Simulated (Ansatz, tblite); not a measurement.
**The cluster Sn17AsH28−: removing an electron**

What does removing an electron cost or gain for the cluster Sn17AsH28−? Each charged state is run at several levels.

The runs use Ansatz 0.2.0, Gaussian basis; as each input shows.

Plan: charge 0 doublet, at the geometry of the singlet (PBE0-D4/def2-SVP, PBE-D4/def2-SVP, r2SCAN-D4/def2-SVP); the starting singlet's energies come from earlier runs.

2 further runs of the same task are left out: 2 for a known fault of the program.

## (1) The structure

The singlet was relaxed beforehand with PBE-D4/def2-SVP.

46 atoms, charge -1, spin multiplicity 1.

Atoms are counted from 1 here; the program's logs count them from 0.

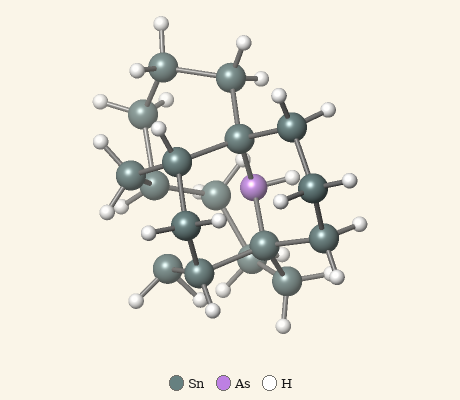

The geometry (tin teal, arsenic purple, hydrogen white).

Sn takes a core potential in the def2 sets. No spin-orbit coupling is included. The ion is computed in the gas phase, without counter-ions or solvent.

## (2) Charge 0 doublet at the fixed geometry, PBE0-D4/def2-SVP

The input, in.yaml:

```yaml
crystal:
  periodic: [false, false, false]
  atoms:
    - {symbol: Sn, position_ang: [-3.905470, -0.454095, -2.454989]}
    - {symbol: Sn, position_ang: [-4.129491, 2.682119, 0.793832]}
    - {symbol: Sn, position_ang: [-0.218952, -3.578722, -1.571494]}
    - {symbol: As, position_ang: [-1.108543, -0.629312, 0.348096]}
    - {symbol: Sn, position_ang: [3.706661, -3.875532, 0.024718]}
    - {symbol: Sn, position_ang: [2.216530, -2.184934, -1.819810]}
    - {symbol: Sn, position_ang: [1.520617, -1.681473, 3.629844]}
    - {symbol: Sn, position_ang: [-0.451089, 2.573020, -2.705073]}
    - {symbol: Sn, position_ang: [2.229596, 1.992331, 0.801250]}
    - {symbol: Sn, position_ang: [-1.118555, 2.060278, 4.105763]}
    - {symbol: Sn, position_ang: [-2.519285, -2.844098, -3.033462]}
    - {symbol: Sn, position_ang: [-2.332730, 1.360712, -0.946559]}
    - {symbol: Sn, position_ang: [-2.748635, 3.991652, 2.867578]}
    - {symbol: Sn, position_ang: [0.486306, 0.096484, -3.903051]}
    - {symbol: Sn, position_ang: [0.342715, 0.499007, 2.256126]}
    - {symbol: Sn, position_ang: [3.958939, -2.580277, 2.528595]}
    - {symbol: Sn, position_ang: [3.426541, 0.250799, -1.072166]}
    - {symbol: Sn, position_ang: [0.979173, 4.010651, -0.720936]}
    - {symbol: H, position_ang: [-4.508610, 0.181832, -3.961851]}
    - {symbol: H, position_ang: [-5.334458, -0.948179, -1.571330]}
    - {symbol: H, position_ang: [-5.213411, 1.551174, 1.563304]}
    - {symbol: H, position_ang: [-5.164128, 3.819479, -0.034405]}
    - {symbol: H, position_ang: [-0.546798, -3.926997, 0.101078]}
    - {symbol: H, position_ang: [0.272103, -5.134461, -2.239877]}
    - {symbol: H, position_ang: [-2.297894, -0.951509, 1.279143]}
    - {symbol: H, position_ang: [3.019257, -5.426501, 0.461963]}
    - {symbol: H, position_ang: [5.367097, -4.271976, -0.379858]}
    - {symbol: H, position_ang: [2.938673, -2.657589, -3.340230]}
    - {symbol: H, position_ang: [0.338573, -2.962400, 3.698974]}
    - {symbol: H, position_ang: [1.742647, -1.191942, 5.294035]}
    - {symbol: H, position_ang: [-1.464731, 3.816883, -3.436790]}
    - {symbol: H, position_ang: [3.501180, 2.529728, 1.873050]}
    - {symbol: H, position_ang: [-2.155370, 1.004441, 5.029832]}
    - {symbol: H, position_ang: [-0.044310, 2.782961, 5.276634]}
    - {symbol: H, position_ang: [-3.605230, -4.199771, -2.785217]}
    - {symbol: H, position_ang: [-2.078962, -2.933942, -4.713069]}
    - {symbol: H, position_ang: [-3.808888, 4.744036, 4.035369]}
    - {symbol: H, position_ang: [-1.750523, 5.265162, 2.234462]}
    - {symbol: H, position_ang: [-1.205340, -0.041762, -4.520467]}
    - {symbol: H, position_ang: [1.086172, 0.934050, -5.368512]}
    - {symbol: H, position_ang: [4.934952, -1.139581, 2.426649]}
    - {symbol: H, position_ang: [4.717090, -3.534853, 3.782696]}
    - {symbol: H, position_ang: [5.023712, -0.206793, -0.516720]}
    - {symbol: H, position_ang: [3.674920, 1.128960, -2.558882]}
    - {symbol: H, position_ang: [0.019837, 4.986090, 0.364706]}
    - {symbol: H, position_ang: [2.237611, 5.078850, -1.297749]}
basis:
  gaussian: {orbitals: def2-SVP, fitting: {mean_field: def2-universal-jkfit}}
magnetization: {spin_polarized: true, initial_magnetization: 1}
hamiltonian: {xc: pbe0, dispersion: d4}
scf: {omitted_lower_state_checks: [starts]}
output: {orbitals: {seedname: orbitals}}
```

Command:

```bash
ansatz run in.yaml --threads 4 --pin off --events-out ev --progress --plain --max-ram 46080MiB --backend cuda --devices 0, --max-vram 37GiB
```

What it wrote:

```text
Functional definition: PBE0
  name "PBE0"
  cite "Adamo & Barone, J. Chem. Phys. 110, 6158 (1999) doi:10.1063/1.478522"
  cite "Perdew, Burke & Ernzerhof, Phys. Rev. Lett. 77, 3865 (1996) doi:10.1103/PhysRevLett.77.3865"
  parent pbe
  parameter a = 0.25
  parameter kappa = 0.804
  parameter beta = 0.06672455060314922
  exchange = (1 - a)*pbe_x(kappa = kappa, mu = beta*pi^2/3) + a*exact_x
  correlation = pbe_c(beta = beta)
these checks for a lower state are left out or cut short: starts
4476 factors; integrals over basis functions are off by at most 3.4e-1 eV
mean field evaluation 1: about -160421.7183 eV, gradient 2.1e1 eV
mean field evaluation 2: about -160420.3840 eV, gradient 2.4e1 eV
mean field evaluation 4: about -160424.4085 eV, gradient 2.2e0 eV
mean field evaluation 8: about -160424.4416 eV, gradient 2.8e-1 eV
mean field evaluation 16: about -160424.4432 eV, gradient 1.9e-3 eV
mean field -160424.44320872 eV, -5895.4895483275 hartree, gradient 2.8e-5 eV, S^2 0.756666; 0 other end points of the search recorded, 0 dependent functions left out
reference -160424.44330412 eV, -5895.4895518330 hartree; 218, 217 occupied and 396, 397 virtual orbitals, 4476 factors
Total energy: -160427.35593192 eV, -5895.5965889305 hartree
Checks for a lower state left out: starts
```

Run time: 12 s. Hardware: 1 × H100 (card shared with other runs) with 4 threads of AMD EPYC 7R13, shared host; peak host memory 1.4 GiB.

HOMO -6.43 eV, LUMO -5.03 eV (over both spins); ⟨S²⟩ 0.757 (pure: 0.75).

## (3) Charge 0 doublet at the fixed geometry, PBE-D4/def2-SVP

start.molden holds the orbitals of an earlier run on this state, given as this run's starting guess.

Edit in.yaml of step 2 so:

```diff
@@ -50,5 +50,5 @@
 basis:
-  gaussian: {orbitals: def2-SVP, fitting: {mean_field: def2-universal-jkfit}}
+  gaussian: {orbitals: def2-SVP, fitting: {mean_field: def2-universal-jkfit}, initial_orbitals: start.molden}
 magnetization: {spin_polarized: true, initial_magnetization: 1}
-hamiltonian: {xc: pbe0, dispersion: d4}
+hamiltonian: {xc: pbe, dispersion: d4}
 scf: {omitted_lower_state_checks: [starts]}
```

Same command.

What it wrote:

```text
Functional definition: PBE
  name "PBE"
  cite "Perdew, Burke & Ernzerhof, Phys. Rev. Lett. 77, 3865 (1996) doi:10.1103/PhysRevLett.77.3865"
  parent pbe
  parameter kappa = 0.804
  parameter beta = 0.06672455060314922
  exchange = pbe_x(kappa = kappa, mu = beta*pi^2/3)
  correlation = pbe_c(beta = beta)
these checks for a lower state are left out or cut short: starts
4476 factors; integrals over basis functions are off by at most 3.4e-1 eV
mean field evaluation 1: about -160416.3817 eV, gradient 9.0e0 eV
mean field evaluation 2: about -160417.0147 eV, gradient 5.9e-1 eV
mean field evaluation 4: about -160417.0185 eV, gradient 1.0e-1 eV
mean field evaluation 8: about -160417.0186 eV, gradient 2.0e-5 eV
mean field -160417.01864295 eV, -5895.2167005680 hartree, gradient 8.8e-6 eV, S^2 0.751711; 0 other end points of the search recorded, 0 dependent functions left out
reference -160417.01877061 eV, -5895.2167052591 hartree; 218, 217 occupied and 396, 397 virtual orbitals, 4476 factors
Total energy: -160420.16431972 eV, -5895.3323020569 hartree
Checks for a lower state left out: starts
```

Run time: 8 s. Hardware: 1 × H100 (card shared with other runs) with 4 threads of AMD EPYC 7R13, shared host; peak host memory 1.4 GiB.

Report: HOMO -5.64 eV, LUMO -5.38 eV (over both spins); ⟨S²⟩ 0.752 (pure: 0.75).

## (4) Charge 0 doublet at the fixed geometry, r2SCAN-D4/def2-SVP

Edit in.yaml of step 3 so:

```diff
@@ -52,3 +52,3 @@
 magnetization: {spin_polarized: true, initial_magnetization: 1}
-hamiltonian: {xc: pbe, dispersion: d4}
+hamiltonian: {xc: r2scan, dispersion: d4}
 scf: {omitted_lower_state_checks: [starts]}
```

Same command.

What it wrote (excerpt; [...] marks lines left out):

```text
Functional definition: r2SCAN
  name "r2SCAN"
  cite "Furness, Kaplan, Ning, Perdew & Sun, J. Phys. Chem. Lett. 11, 8208 (2020) doi:10.1021/acs.jpclett.0c02405"
  cite "Furness, Kaplan, Ning, Perdew & Sun, J. Phys. Chem. Lett. 11, 9248 (2020) doi:10.1021/acs.jpclett.0c03077"
  parent r2scan
[...]
4476 factors; integrals over basis functions are off by at most 3.4e-1 eV
[...]
mean field -160466.50116748 eV, -5897.0351498039 hartree, gradient 5.1e-5 eV, S^2 0.757397; 0 other end points of the search recorded, 0 dependent functions left out
reference -160466.50121129 eV, -5897.0351514140 hartree; 218, 217 occupied and 396, 397 virtual orbitals, 4476 factors
Total energy: -160467.37098897 eV, -5897.0671151539 hartree
Checks for a lower state left out: starts
```

It took 9.6 s on 1 × H100 (card shared with other runs) with 4 threads of AMD EPYC 7R13, shared host; peak host memory 1.8 GiB.

Report: HOMO -5.86 eV, LUMO -5.40 eV (over both spins); ⟨S²⟩ 0.757 (pure: 0.75).

## (5) Vertical ionisation energy

Charged state less starting state, singlet to doublet; the starting state's energies are those of its earlier runs.

| level | vertical ionisation energy (eV) | time |
| --- | --- | --- |
| PBE-D4/def2-SVP | +3.97 | 16 s |
| r2SCAN-D4/def2-SVP | +4.02 | 18 s |
| PBE0-D4/def2-SVP | +4.13 | 22 s |

Times add the two runs; a level without a time comes out of a correlated run.

Beside −ε(HOMO) of the starting state:

| level | −ε(HOMO) (eV) | by difference (eV) | mismatch (eV) |
| --- | --- | --- | --- |
| PBE-D4/def2-SVP | 2.37 | 3.97 | -1.59 |
| r2SCAN-D4/def2-SVP | 2.54 | 4.02 | -1.47 |
| PBE0-D4/def2-SVP | 3.10 | 4.13 | -1.03 |

## (6) Summary of results

| quantity | value |
| --- | --- |
| vertical ionisation energy, functionals in def2-SVP | 3.97 (PBE-D4) to 4.13 eV (PBE0-D4) |

The vertical ionisation energy spans 3.97 to 4.13 eV over the functionals. −ε(HOMO) misses the level's own difference by -1.03 eV at best (PBE0-D4) and -1.59 eV at worst (PBE-D4).
